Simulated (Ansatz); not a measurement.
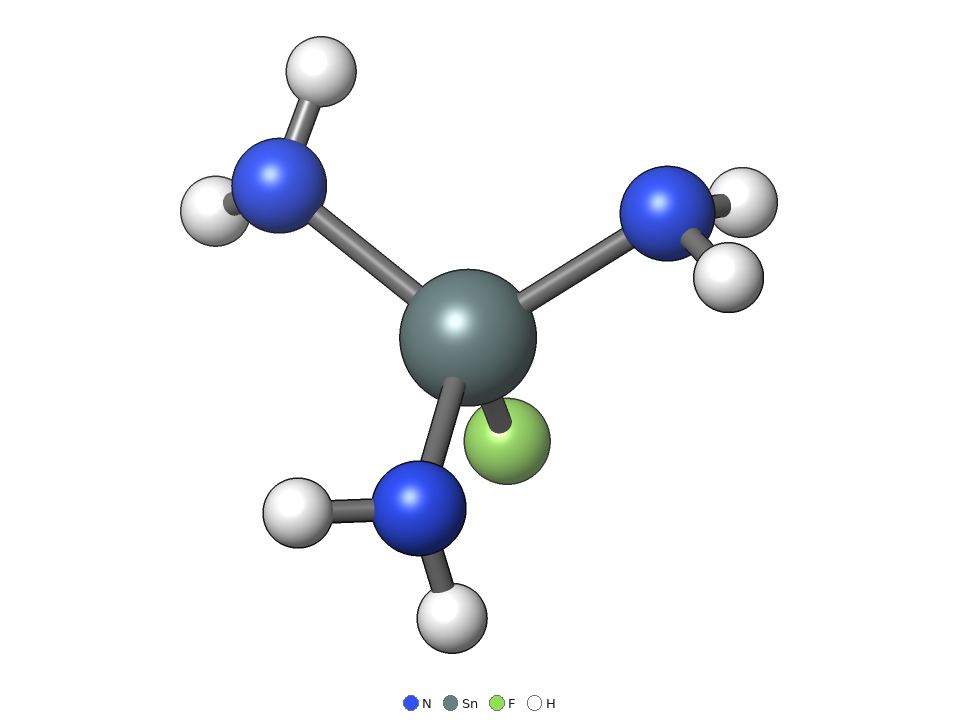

Computed geometry: PBE-D4/def2-SVP optimisation. No frequency run is at hand to confirm it as a minimum.

Draw it as a skeletal formula.

SMILES: [NH2][Sn]([NH2])([NH2])[F]

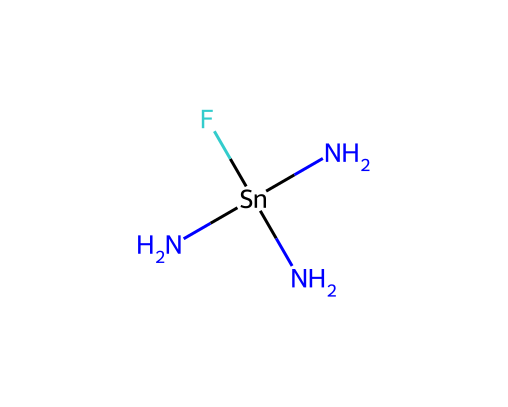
